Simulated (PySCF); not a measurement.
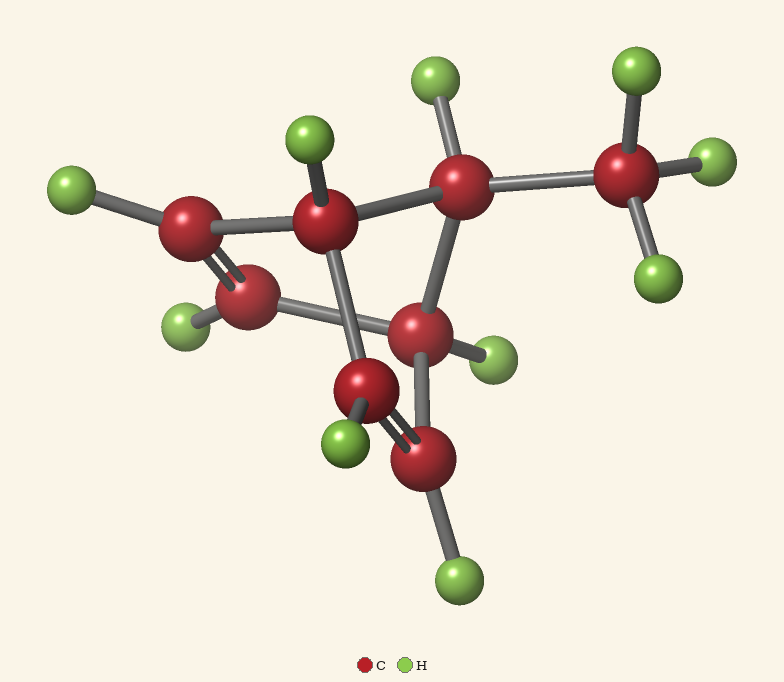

The computed structure is the end point of a PBE0-D3(BJ)/def2-SVP optimisation. No frequency run is at hand to confirm it as a minimum.

Draw it as a skeletal formula.

SMILES: C[C@H]1[C@H]2C=C[C@@H]1C=C2

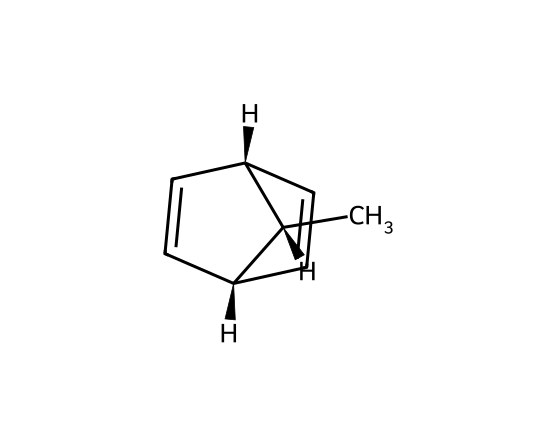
